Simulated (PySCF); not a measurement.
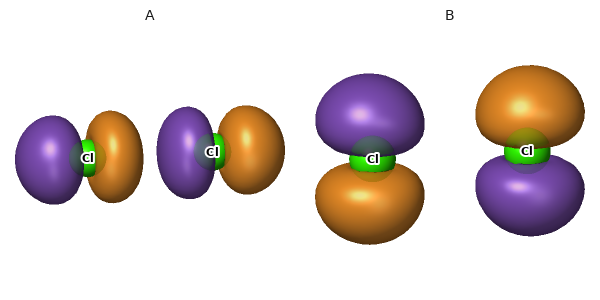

The picture shows: Cl2 (charge −1, doublet). Two frontier α-spin orbitals, each drawn at the value that holds 80 % of its norm (orange and purple are the two phases), in no order; of a degenerate pair one member is drawn.

Level of theory: PBE0/aug-cc-pVDZ(-PP), non-relativistic Hamiltonian with scalar-relativistic core potentials where named, at a bond length of 2.655 Å (PySCF 2.14.0).

> Name the orbitals and rank them from lowest to highest energy.

Orbital B: πg, occupied in this spin, −2.70 eV; antibonding, with a node between the atoms.
Orbital A: σu, occupied in this spin, −2.14 eV; antibonding, with a node between the atoms.
